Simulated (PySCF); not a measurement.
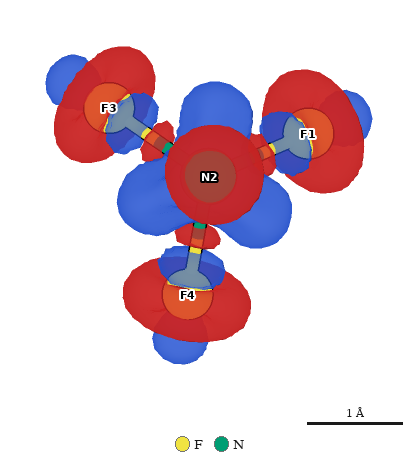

Figure. F$_{3}$N, SMILES `FN(F)F`. Deformation density (molecule less spherical, spin-averaged free atoms at the same positions), surfaces at ±0.1 e/Å³; red: gain, blue: loss.

Method: ωB97X/def2-TZVP; geometry: GFN2-xTB; program: PySCF. No frequency check shows the geometry to be a minimum.

Input script:

```python
import numpy as np
from pyscf import gto, scf, dft
from pyscf.scf import atom_ks, atom_hf
from scipy.linalg import block_diag

def solve(mol, dm0=None, hcore=None):
    mf = (dft.UKS if mol.spin else dft.RKS)(mol, xc='wb97x')
    mf.grids.level = 3
    mf = mf.density_fit(auxbasis='def2-universal-jkfit')
    mf.conv_tol, mf.max_cycle = 1e-8, 80
    if hcore is not None:
        mf.get_hcore = lambda *args: hcore
    mf.kernel(dm0)
    if not mf.converged:
        mf = mf.newton().run(mf.mo_coeff, mf.mo_occ, max_cycle=30)
    assert mf.converged, 'SCF not converged'
    return mf

mol = gto.M(atom='''
F      1.15592    -0.42042     0.11895
N      0.00002    -0.00004    -0.45876
F     -0.94207    -0.79083     0.11894
F     -0.21386     1.21128     0.11893
''', basis='def2-tzvp', charge=0, spin=0, verbose=4)
mf = solve(mol)
mf.analyze()
# spherically averaged free atoms, for the promolecule
atm = atom_ks.get_atm_nrks(mol, xc='wb97x')
pro = block_diag(*[(atm[a[0]][2] * atm[a[0]][3]) @ atm[a[0]][2].T for a in mol._atom])
np.savez('result.npz', e=mf.e_tot, c=mf.mo_coeff, occ=mf.mo_occ, eps=mf.mo_energy, pro=pro, dip=mf.dip_moment(verbose=0), s2=mf.spin_square()[0])
```

Command:

```sh
OMP_NUM_THREADS=1 python input.py
```

The run took 3.7 s on 1 thread of AMD EPYC 9R45 96-Core Processor (Zen 5), with other jobs on the host, peak memory 0.45 GiB.

Partitions, critical points and surface values were worked out afterwards from this run's density.

**Describe the bonding that the map shows.**

F1–N2, N2–F3 and N2–F4: +0.19 e/Å³ at the bond critical point (bond length 1.36 Å, Mayer order 1.0). In all, 1.0 electrons gather in the regions of gain relative to the promolecule.
